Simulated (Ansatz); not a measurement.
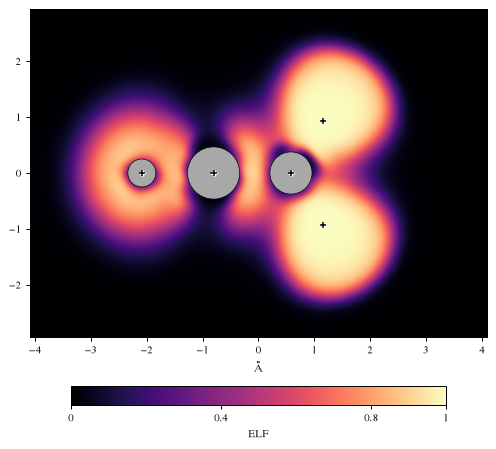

The electron localisation function on a plane through atoms (crosses mark nuclei in the plane; grey discs cover the cores).

Level of theory: isolated molecule in a Gaussian basis; Kohn-Sham density functional theory, functional PBE0 in Ansatz 0.2.0.

Candidates:
A. CH7OSi (SMILES C[OH+][SiH3]) (charge +1)
B. NSeSn (SMILES [N]1=[Sn][Se]1) (doublet)
C. CH2BF (SMILES C=BF)

Which system is this?

Candidate C: CH2BF on the molecular plane, which holds C, B, F and H. B–F (1.28 Å): the ELF peaks at about 0.85 between the atoms: a polar covalent bond. C–B (1.38 Å): the ELF peaks at about 0.90 between the atoms; a covalent bond.
